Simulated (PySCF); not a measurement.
C$_{4}$H$_{10}$NOSi$_{2}$ (doublet)

```xyz
18

C    -0.3234   -3.3388   -0.9587
C    -0.5427   -2.3161   -0.3624
Si   -0.6737   -0.6690    0.4862
N    -2.1514   -0.0549   -0.1695
C    -2.7790    1.1630    0.2711
Si    0.7858    1.0152    0.0163
O     2.1956    0.3601    0.5381
C     3.4836    0.8617    0.4452
H    -0.1701   -4.2485   -1.4661
H    -0.7333   -1.0161    1.9281
H    -2.8372   -0.7410   -0.4430
H    -3.4274    1.5590   -0.5138
H    -3.3828    1.0208    1.1764
H    -2.0054    1.8993    0.4879
H     1.0474    1.5356   -1.3474
H     3.6723    1.2895   -0.5429
H     4.1877    0.0467    0.6212
H     3.6453    1.6399    1.1971
```

Geometry: GFN2-xTB.

Theory: PySCF 2.14.0, density-fitted response routines, UKS B3LYP, pcH-1 on C H N O Si, non-relativistic, mean-field spin-orbit, GIAO.

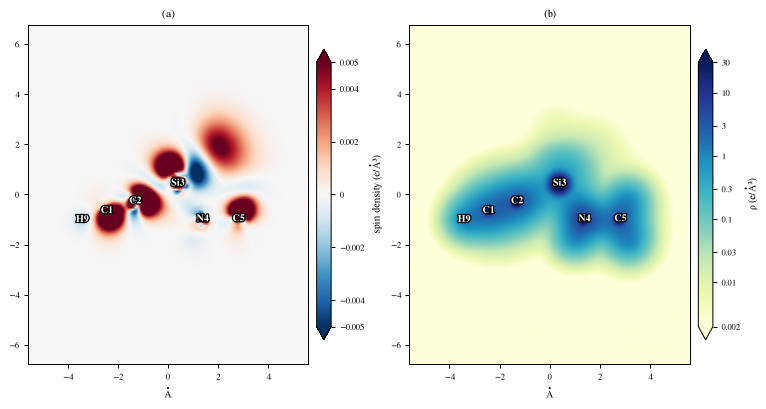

Figure 1. (a) spin density; (b) total electron density on the plane of atoms C2, Si3 and N4.

### Describe what can be read from this map.

- The plane passes through C, Si, N and H nuclei.
- C–C (1.20 Å): ρ at the midpoint is about 2.7 e/Å³.
- C–N (1.44 Å): ρ at the midpoint is about 1.9 e/Å³.
- Si–N (1.73 Å): ρ is about 1 e/Å³ halfway.
- C–Si (1.86 Å): ρ at the midpoint is about 0.87 e/Å³.
- The unpaired spin (1 electron) lies mostly on Si6 (about 0.7), O7 (about 0.1) and Si3 (about 0.1), in electrons by Hirshfeld's partition.

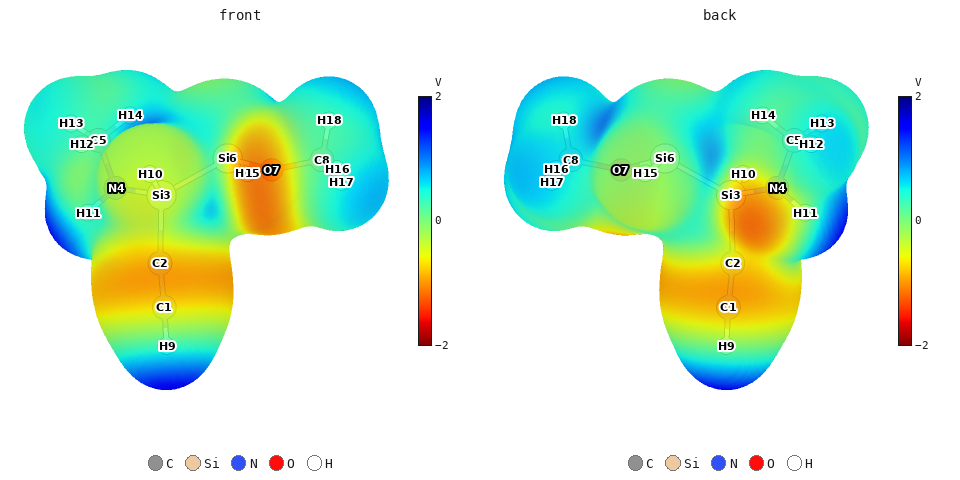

Figure 2. The electrostatic potential painted on the density surface at 0.002 e/bohr³, seen from the front and from behind; the colour scale runs from red (negative) to blue (positive).

### Where is the surface potential most negative and most positive?

The most negative region (about −1.2 V) lies over N4 and O7, the most positive (about +1.5 V) over H9 and H11.
